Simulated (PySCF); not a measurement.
Frequency calculation, with input and output: HfSH2

The run: frequency calculation of HfSH2. Method and program: RKS-based PBE0, Hf def2-TZVP with ECP60, S def2-TZVP, H def2-TZVP; non-relativistic Hamiltonian with a scalar-relativistic core potential; density fitting (PySCF 2.14.0).

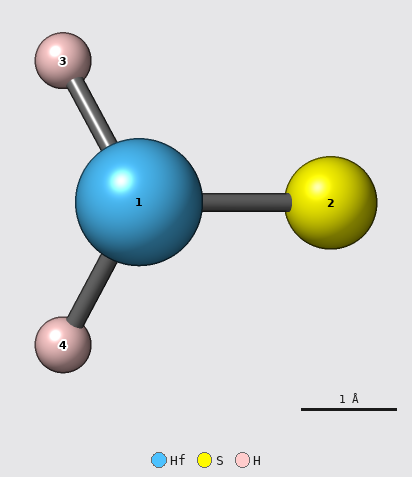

The structure (ball-and-stick view, seen on its broad side; atoms are numbered from 1 in the order of the input). Sticks mark near contacts.

Key numbers

- outcome: converged
- total energy: −447.245561 hartree
- HOMO: −7.22 eV
- LUMO: −2.90 eV
- zero-point energy: 0.012455 hartree
- dipole moment: 6.06 D
- wavenumbers, lowest and highest: 406 and 1726 cm⁻¹
- hardware: 2 threads of Arm Neoverse N1, 98 GiB of memory available, shared host
- wall time: 53 s (CPU time 93 s)
- peak memory: 1 GiB

The input
```python
from pyscf import gto, scf, dft
mol = gto.M(atom='''
Hf     0.000000     0.105830    -0.305158
S      0.000000    -0.551876     1.782629
H      1.495584    -0.694135    -1.032980
H     -1.495584    -0.694135    -1.032980''',
    basis={'Hf': 'def2-TZVP', 'S': 'def2-TZVP', 'H': 'def2-TZVP'},
    ecp={'Hf': 'def2-TZVP'},
    charge=0, spin=0)
mf = dft.RKS(mol, xc='PBE0')
mf.grids.atom_grid = (75, 302)
aux = {'Hf': 'def2-universal-JKFIT', 'S': 'def2-universal-JKFIT', 'H': 'def2-universal-JKFIT'}
mf = mf.density_fit(auxbasis=aux)
mf.conv_tol = 1e-09
mf.diis_space = 10
mf.max_cycle = 60
mf.verbose = 4
mf.kernel()
```

The script is an equivalent of the set-up of the self-consistent field. The run itself was carried out by a driver, which started from the orbitals of the step before it where there was one and computed the further properties.

Launched with:
```bash
OMP_NUM_THREADS=2 python axn.py task.json out
```

What the program printed
```
init E= -447.245560748811
  HOMO = -0.265201567276882  LUMO = -0.106625020293616  gap/eV = 4.31509
cycle= 1 E= -447.245560748807  delta_E= 4.04e-12  |g|= 4.34e-06  |ddm|= 7.06e-06
  HOMO = -0.265200661425752  LUMO = -0.106624227178757  gap/eV = 4.31508
Extra cycle  E= -447.245560748798  delta_E= 8.7e-12  |g|= 6e-06  |ddm|= 8.66e-06
converged SCF energy = -447.245560748798
```

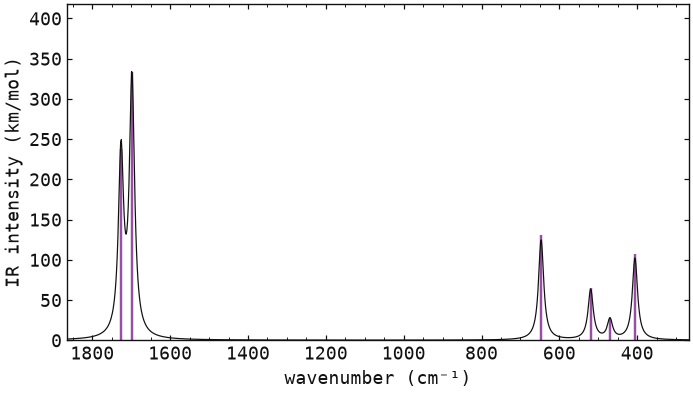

Harmonic infrared spectrum, unscaled: sticks (degenerate modes added up, dark ones marked on the axis) with a Lorentzian envelope of 16 cm⁻¹ full width, scaled to the tallest stick. 6 modes from 406 to 1726 cm⁻¹, none imaginary. The strongest line is at 1698 cm⁻¹ (334 km/mol). All modes, in cm⁻¹ (km/mol): 406 (107), 470 (26), 520 (65), 647 (131), 1698 (334), 1726 (237).

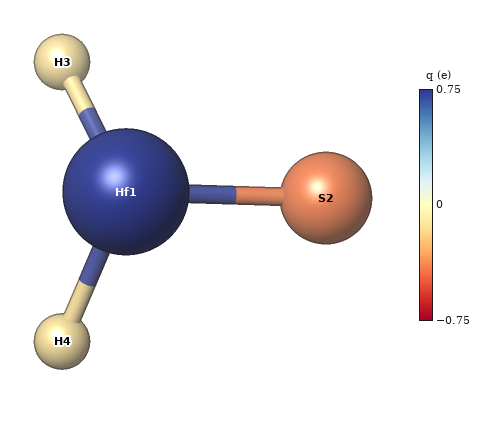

Mulliken charges, as the colour of each atom (ball-and-stick view, seen at a tilt; atoms are numbered from 1 in the order of the input). By element: Hf +0.72, S −0.42 and H −0.15 e.
